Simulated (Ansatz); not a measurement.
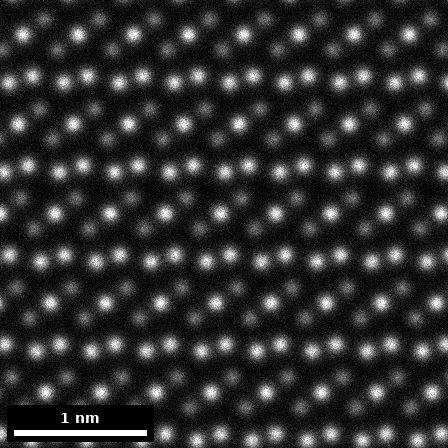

Integrated-DPC-like image of YbSb2S2 (C2/m, No. 12) along [110]. Simulated as the projected potential of neutral atoms (B = 0.3 Å²) blurred by a 0.70 Å probe, the thin-sample limit of integrated differential phase contrast. Shot noise was added.

One planar defect was built into the perfect crystal by geometry alone, without relaxation. Host structure: the end point of a relaxation (final pressure about 5 GPa) with DFT, PAW plane waves, pbe in Ansatz; the starting structure was generated, so it need not be a known form of this composition.

Question: Find the planar defect and say what kind it is.

Answer: A planar fault (a stacking fault or antiphase boundary) runs horizontally about 14 Å below the top edge. The part above it is shifted along the boundary by 1/4 of the 4.16 Å repeat of the rows (1.0 Å to the right, the same as 3.1 Å to the left); both parts keep the same orientation.
